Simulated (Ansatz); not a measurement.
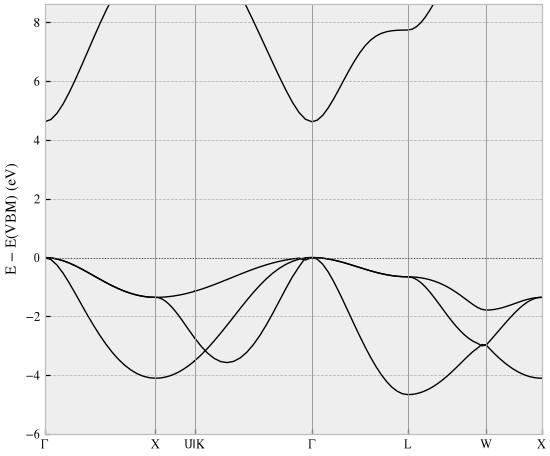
Figure. Band structure from PBEsol (plane waves, PAW; program Ansatz)

Question: Read off the gap and where the band edges lie.

Answer: About 4.6 eV (4.62 eV by a search for the band edges); maximum at Γ, minimum at Γ.

The material is MgO (rock salt, Fm-3m).

The cell was relaxed with PBEsol under the symmetry of its start.

Potentials: the later of the program's two PAW sets.
